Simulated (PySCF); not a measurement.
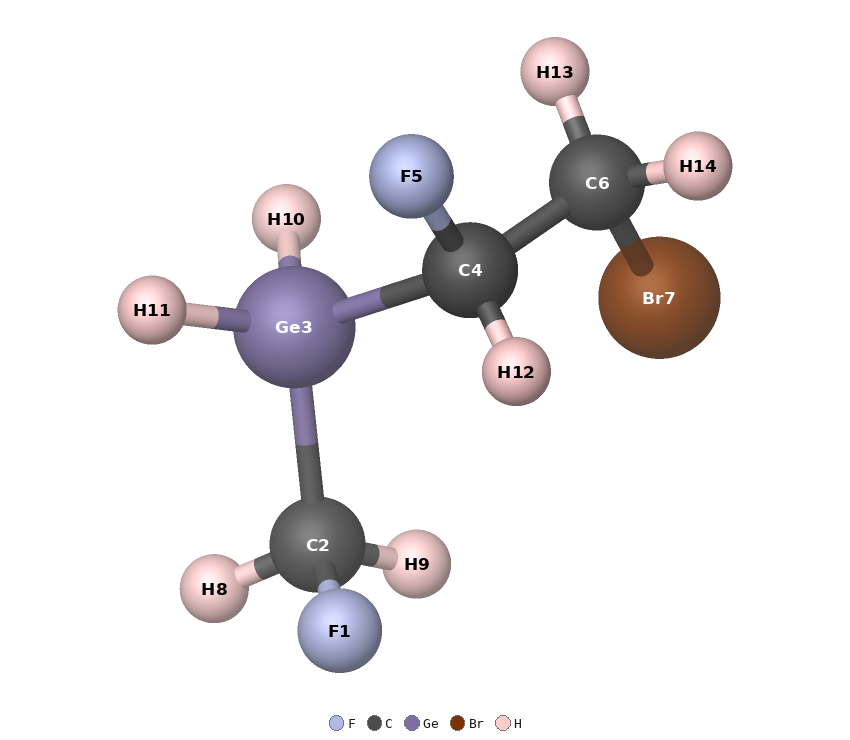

The computed structure is the end point of a GFN2-xTB optimisation. No frequency run is at hand to confirm it as a minimum. Properties computed with B3LYP/pcJ-1 (pcSseg-1 on Br) (pcSseg-1 on Ge) indirect spin-spin coupling, non-relativistic, gas phase (PySCF 2.14.0). Isotopes: 13C, 19F, 1H.

Give the spin–spin coupling constants of these pairs, with the number of bonds between them: F1/C2, C4/F5, F1/H8, F1/H11, F5/H11, F5/H13.

```json
{"pair": "F1, C2", "bonds apart": "1", "J (Hz)": "−230.9"}
{"pair": "C4, F5", "bonds apart": "1", "J (Hz)": "−244.0"}
{"pair": "F1, H8", "bonds apart": "2", "J (Hz)": "54.1"}
{"pair": "F1, H11", "bonds apart": "3", "J (Hz)": "1.5"}
{"pair": "F5, H11", "bonds apart": "3", "J (Hz)": "13.3"}
{"pair": "F5, H13", "bonds apart": "3", "J (Hz)": "9.4"}
```

Density functionals are unreliable for couplings to fluorine, so those rows may be far off.

The geometry is semi-empirical. Around Br, Ge such bond lengths and angles can be off by a tenth of an ångström or more and by several degrees, and values that hang on the shape move with them.
